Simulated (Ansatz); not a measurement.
The starting structures come from a database of crystals and need not be the phases stable at ambient conditions.

 Where the default PAW files enter, the runs use the earlier of Ansatz's two default sets.

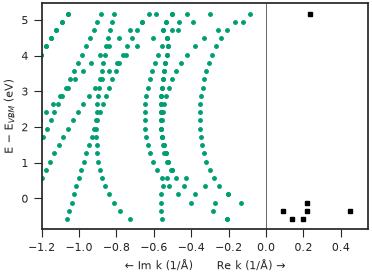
Fig. 1. Complex bands at the centre of the two-dimensional zone; r2SCAN run with Ansatz (a quantum-chemistry and plane-wave program)

No gap correction and no spin-orbit coupling; mid-gap values are interpolated between computed energies.

Q: This is CaBr2 (P4_2/mnm, rutile, not sure to be the ambient phase, 6 atoms a cell, 33.8 Å³ an atom) along the normal of (100). Read off the slowest decay at the centre of the two-dimensional zone at 2.42 eV, the computed energy nearest the middle of the gap.

A: κ ≈ 0.35 1/Å, a decay length 1/(2κ) of the density of 1.4 Å.
